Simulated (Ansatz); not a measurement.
# Ligand exchange: C5H10O + C3H9AlS → C5H10S + C3H9AlO

Gas-phase species: C5H10O `OC1CCCC1`, singlet; C3H9AlS `C[CH2][Al]([CH3])[SH]`, singlet; C5H10S `SC1CCCC1`, singlet; C3H9AlO `C[CH2][Al]([CH3])[OH]`, singlet. The partners trade OH for SH: C–OH and Al–SH bonds give way to C–SH and Al–OH.

Shapes, held fixed at every level: PBE0-D4/def2-TZVP. Flexible molecules stand in one conformer, not always the lowest. Programs: Ansatz 0.2.0. The zero-point and thermal change to 298 K, harmonic and unscaled (PBE0-D4/def2-TZVP), is -2.4 kJ/mol.

| level | kind | ΔH(298 K) (kJ/mol) | less CCSD(T)/CBS estimate |
| --- | --- | --- | --- |
| HF/def2-SVP | Hartree–Fock | -31.0 | +21.2 |
| SPW92/def2-TZVPP | LDA | -38.1 | +14.1 |
| r2SCAN-D4/def2-TZVPP | meta-GGA | -45.2 | +7.0 |
| B3LYP-D4/def2-TZVPP | global hybrid | -50.6 | +1.6 |
| BHLYP-D4/def2-TZVPP | global hybrid | -49.2 | +3.0 |
| MP2/def2-SVP | perturbation theory | -50.7 | +1.5 |
| CCSD(T)/def2-TZVPP | coupled cluster or CI | -50.5 | +1.7 |
| CCSD(T)/CBS estimate | coupled cluster or CI | -52.2 | 0.0 |

The highest level, CCSD(T)/CBS estimate, gives ΔH(298 K) = -52.2 kJ/mol; the levels span -52.2 to -31.0. The column of differences is taken from that level and isn't an error. No measured value is set beside it here. The CBS estimate extrapolates MP2 from def2-TZVPP and def2-QZVPP and adds CCSD(T) − MP2 in the triple-zeta set, cores frozen.

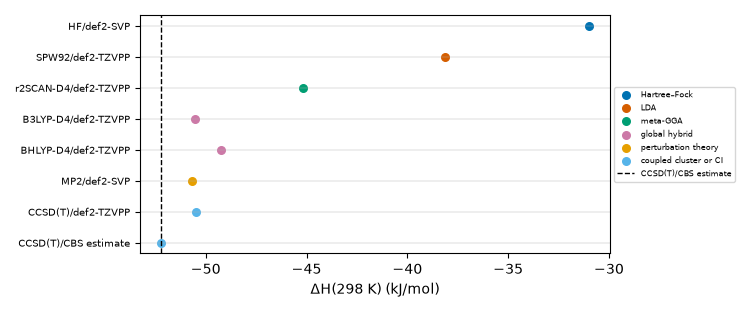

The values of the table, level by level.
